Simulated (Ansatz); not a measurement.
# C2H4AlFO (SMILES C=C[O][AlH][F]): B3LYP/6-31G(d) (spherical functions)

What is the energy change on altering one bond length of C2H4AlFO at B3LYP/6-31G* (spherical functions)? 

The results are computed with Ansatz 0.2.0.

127 further runs of the same task are left out: 127 set aside as unsound or not needed.

**1. Starting point**

C2H4AlFO: 9 atoms, total charge 0, spin state singlet. SMILES: `C=C[O][AlH][F]`. The shape is that of a PBE0-D4/def2-TZVP optimisation. This is one conformer, not always the lowest.

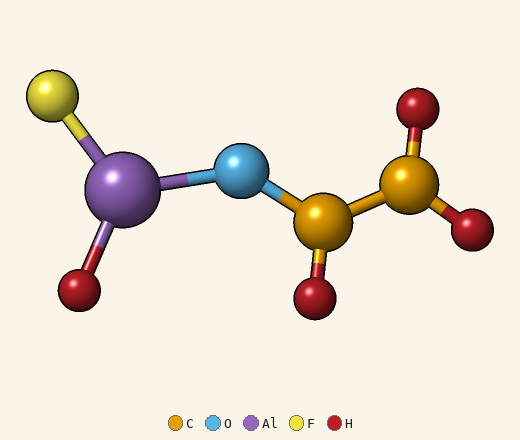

Viewed from a chosen angle; carbon amber, oxygen blue, aluminium purple, fluorine yellow, hydrogen red.

**2. A single-point energy at B3LYP/6-31G(d) (spherical functions)**

Input file in.yaml:

```yaml
basis:
  gaussian:
    orbitals: 6-31G_st_-spherical.json
crystal:
  periodic: [false, false, false]
  atoms:
    - symbol: C
      position_ang: [-1.562000, -0.360100, 1.103900]
    - symbol: C
      position_ang: [-0.728000, -0.312900, 0.075500]
    - symbol: O
      position_ang: [0.490300, 0.256500, 0.139600]
    - symbol: Al
      position_ang: [1.800800, 0.519300, -0.884800]
    - symbol: F
      position_ang: [3.087600, 1.301600, -0.235000]
    - symbol: H
      position_ang: [-1.297700, 0.065300, 2.064100]
    - symbol: H
      position_ang: [-2.527700, -0.832200, 0.988500]
    - symbol: H
      position_ang: [-0.999000, -0.743100, -0.888800]
    - symbol: H
      position_ang: [1.824300, 0.059200, -2.380300]
hamiltonian:
  xc: {name: B3LYP}
accuracy: high
output:
  orbitals: {seedname: orbitals}
```

The basis set 6-31G* is read from a file made from the Basis Set Exchange's data (not shown).

On the command line:

```console
ansatz run in.yaml --threads 1 --pin off --max-ram 3480MiB --events-out events.jsonl --progress --plain --runs-dir runs
```

Log:

```text
Warning: RAYON_NUM_THREADS=1 ignored (pool sized by the plan → 1); use --threads N
Functional definition: B3LYP
  name "B3LYP"
  parameter a0 = 0.2
  parameter ax = 0.72
  parameter ac = 0.81
  exchange = (1 - a0 - ax)*slater_x + ax*b88_x + a0*exact_x
  correlation = (1 - ac)*vwn_rpa_c + ac*lyp_c
1857 factors; integrals over basis functions are off by at most 8.4e-9 eV
mean field evaluation 1: about -13494.3659 eV, gradient 6.3e1 eV
mean field evaluation 2: about -13480.6796 eV, gradient 1.1e2 eV
mean field evaluation 4: about -13501.9585 eV, gradient 6.9e0 eV
mean field evaluation 8: about -13502.2467 eV, gradient 9.5e-1 eV
mean field evaluation 16: about -13502.2490 eV, gradient 4.2e-5 eV
mean field -13502.24904064 eV, -496.1985000905 hartree, gradient 9.4e-9 eV, S^2 0.000000; 0 other end points of the search recorded, 0 dependent functions left out
reference -13502.24908295 eV, -496.1985016453 hartree; 23, 23 occupied and 59, 59 virtual orbitals, 1857 factors
Total energy: -13502.24908295 eV, -496.1985016453 hartree
```

Wall time 9 s (1 thread of Arm Neoverse V1, shared host); peak memory 0.27 GiB.

**3. The distorted shape at the same level**

Input file molecule.yaml:

```yaml
crystal:
  periodic: [false, false, false]
  atoms:
    - {symbol: C, position_ang: [-1.694140, -0.572784, 0.623836]}
    - {symbol: C, position_ang: [-0.860140, -0.525584, -0.404564]}
    - {symbol: O, position_ang: [0.358160, 0.043816, -0.340464]}
    - {symbol: Al, position_ang: [1.668660, 0.306616, -1.364864]}
    - {symbol: F, position_ang: [2.955460, 1.088916, -0.715064]}
    - {symbol: H, position_ang: [-1.297700, 0.065300, 2.064100]}
    - {symbol: H, position_ang: [-2.659840, -1.044884, 0.508436]}
    - {symbol: H, position_ang: [-1.131140, -0.955784, -1.368864]}
    - {symbol: H, position_ang: [1.692160, -0.153484, -2.860364]}
basis:
  gaussian:
    orbitals: 6-31G_st_-spherical.json
hamiltonian:
  xc: {name: B3LYP}
accuracy: high
output:
  orbitals: {seedname: orbitals}
```

The basis set 6-31G* is read from a file made from the Basis Set Exchange's data (not shown).

On the command line:

```console
ansatz run molecule.yaml --threads 1 --pin off --max-ram 3480MiB --events-out events.jsonl --progress --plain --runs-dir runs
```

Log:

```text
Warning: RAYON_NUM_THREADS=1 ignored (pool sized by the plan → 1); use --threads N
[... 7 set-up lines as earlier in the session ...]
1862 factors; integrals over basis functions are off by at most 8.1e-9 eV
mean field evaluation 1: about -13491.8148 eV, gradient 6.4e1 eV
mean field evaluation 2: about -13474.0170 eV, gradient 1.1e2 eV
mean field evaluation 4: about -13499.7799 eV, gradient 8.5e0 eV
mean field evaluation 8: about -13500.0985 eV, gradient 1.1e0 eV
mean field evaluation 16: about -13500.1014 eV, gradient 4.4e-5 eV
mean field -13500.10137060 eV, -496.1195746721 hartree, gradient 3.4e-8 eV, S^2 0.000000; 0 other end points of the search recorded, 0 dependent functions left out
reference -13500.10141487 eV, -496.1195762991 hartree; 23, 23 occupied and 59, 59 virtual orbitals, 1862 factors
Total energy: -13500.10141487 eV, -496.1195762991 hartree
```

Wall time 8.7 s (1 thread of Arm Neoverse V1, shared host); peak memory 0.27 GiB.

**4. Summary of results**

Level: B3LYP/6-31G* (spherical functions).

| quantity | value |
| --- | --- |
| first shape: total energy | -496.19850 Eh |
| first shape: HOMO energy | -6.40 eV |
| first shape: LUMO energy | -0.76 eV |
| first shape: HOMO–LUMO gap | 5.64 eV |
| distorted shape: total energy | -496.11958 Eh |
| distorted shape: HOMO energy | -6.54 eV |
| distorted shape: LUMO energy | -0.79 eV |
| distorted shape: HOMO–LUMO gap | 5.75 eV |
| energy change with the C1–H6 bond stretched from 1.083 to 1.624 Å | 2.148 eV |

In words: With the C1–H6 bond stretched from 1.083 to 1.624 Å the energy rises by 2.15 eV (50 kcal/mol). The first shape isn't relaxed at this level, so the change isn't measured from a minimum.
